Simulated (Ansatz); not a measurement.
# SnH2Cl (SMILES [Cl][SnH2]) at UB3LYP/STO-3G

Aim: the energy change on altering one bond length of SnH2Cl at UB3LYP/STO-3G, from 2 runs. 

The calculation is run with Ansatz 0.2.0.

51 further runs of the same task are left out: 15 that didn't finish, 36 set aside as unsound or not needed.

## (1) Starting point

The species is SnH2Cl (4 atoms), meant as a doublet with charge 0. SMILES: `[Cl][SnH2]`. The shape is that of a PBE0-D4/def2-TZVP optimisation.

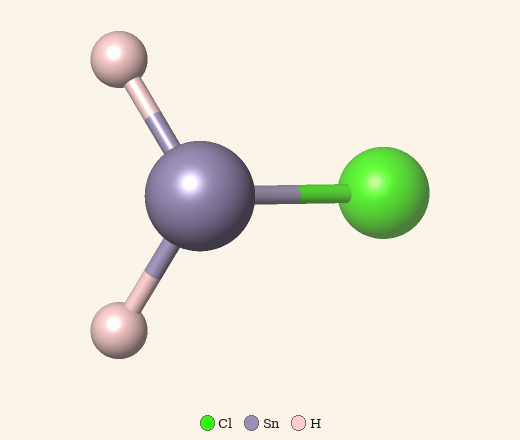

The structure, seen from a chosen angle (chlorine green, tin purple, hydrogen pink).

## (2) A single-point energy at UB3LYP/STO-3G

Input file in.yaml:

```yaml
crystal:
  periodic: [false, false, false]
  atoms:
    - {symbol: Cl, position_ang: [-1.882600, 0.398400, -0.585000]}
    - {symbol: Sn, position_ang: [0.380000, -0.179600, -0.397100]}
    - {symbol: H, position_ang: [0.412500, -1.500000, 0.709600]}
    - {symbol: H, position_ang: [1.145500, 1.221000, 0.252100]}
basis:
  gaussian:
    orbitals: STO-3G
magnetization:
  spin_polarized: true
  initial_magnetization: 1
hamiltonian:
  xc: {name: B3LYP}
accuracy: high
```

On the command line:

```sh
$ ansatz run in.yaml --threads 1 --pin off --max-ram 2610MiB --events-out events.jsonl --progress --plain --runs-dir runs
```

Standard output:

```text
Warning: RAYON_NUM_THREADS=1 ignored (pool sized by the plan → 1); use --threads N
Functional definition: B3LYP
  name "B3LYP"
  parameter a0 = 0.2
  parameter ax = 0.72
  parameter ac = 0.81
  exchange = (1 - a0 - ax)*slater_x + ax*b88_x + a0*exact_x
  correlation = (1 - ac)*vwn_rpa_c + ac*lyp_c
682 factors; integrals over basis functions are off by at most 5.9e-9 eV
mean field evaluation 1: about -174742.9880 eV, gradient 8.3e0 eV
mean field evaluation 2: about -174743.2952 eV, gradient 7.4e0 eV
mean field evaluation 4: about -174743.9409 eV, gradient 1.5e-1 eV
mean field evaluation 8: about -174743.9023 eV, gradient 9.6e-4 eV
mean field evaluation 16: about -174743.9023 eV, gradient 1.2e-7 eV
mean field -174743.90226932 eV, -6421.7199627265 hartree, gradient 2.2e-8 eV, S^2 0.750379; 0 other end points of the search recorded, 0 dependent functions left out
reference -174743.90229669 eV, -6421.7199637323 hartree; 35, 34 occupied and 3, 4 virtual orbitals, 682 factors
Total energy: -174743.90229669 eV, -6421.7199637323 hartree
```

Wall time 3.3 s (1 thread of Arm Neoverse V2, shared host); peak memory 0.19 GiB.

## (3) The distorted shape at the same level

Input file run.yaml:

```yaml
basis:
  gaussian:
    orbitals: STO-3G
crystal:
  periodic: [false, false, false]
  atoms:
    - symbol: Cl
      position_ang: [-2.448240, 0.542898, -0.631974]
    - symbol: Sn
      position_ang: [0.380000, -0.179600, -0.397100]
    - symbol: H
      position_ang: [0.412500, -1.500000, 0.709600]
    - symbol: H
      position_ang: [1.145500, 1.221000, 0.252100]
magnetization:
  spin_polarized: true
  initial_magnetization: 1
hamiltonian:
  xc: {name: B3LYP}
accuracy: high
```

On the command line:

```sh
$ ansatz run run.yaml --threads 1 --pin off --max-ram 2610MiB --events-out events.jsonl --progress --plain --runs-dir runs
```

Standard output:

```text
Warning: RAYON_NUM_THREADS=1 ignored (pool sized by the plan → 1); use --threads N
Functional definition: B3LYP
  name "B3LYP"
  parameter a0 = 0.2
  parameter ax = 0.72
  parameter ac = 0.81
  exchange = (1 - a0 - ax)*slater_x + ax*b88_x + a0*exact_x
  correlation = (1 - ac)*vwn_rpa_c + ac*lyp_c
669 factors; integrals over basis functions are off by at most 1.1e-8 eV
mean field evaluation 1: about -174740.2624 eV, gradient 9.5e0 eV
mean field evaluation 2: about -174722.4486 eV, gradient 3.4e1 eV
mean field evaluation 4: about -174742.5079 eV, gradient 4.7e-1 eV
mean field evaluation 8: about -174742.4619 eV, gradient 1.2e-2 eV
mean field evaluation 16: about -174742.4619 eV, gradient 3.9e-6 eV
mean field -174742.46185719 eV, -6421.6670285570 hartree, gradient 3.5e-8 eV, S^2 0.751386; 0 other end points of the search recorded, 0 dependent functions left out
reference -174742.46188612 eV, -6421.6670296201 hartree; 35, 34 occupied and 3, 4 virtual orbitals, 669 factors
Total energy: -174742.46188612 eV, -6421.6670296201 hartree
```

It took 3.3 s on 1 thread of Arm Neoverse V2, shared host; peak memory 0.19 GiB.

## (4) Outcome

Level: UB3LYP/STO-3G.

| quantity | value |
| --- | --- |
| first shape: total energy | -6421.71996 Eh |
| first shape: ⟨S²⟩ | 0.750 |
| distorted shape: total energy | -6421.66703 Eh |
| distorted shape: ⟨S²⟩ | 0.751 |
| energy change with the Cl1–Sn2 bond stretched from 2.343 to 2.928 Å | 1.440 eV |

**Reading.** With the Cl1–Sn2 bond stretched from 2.343 to 2.928 Å the energy rises by 1.44 eV (33 kcal/mol). The first shape isn't relaxed at this level, so the change isn't measured from a minimum. The minimal basis adds a large error of its own. Relativity is left out (first shape) although the molecule holds a heavy atom. Relativity is left out (distorted shape) although the molecule holds a heavy atom.
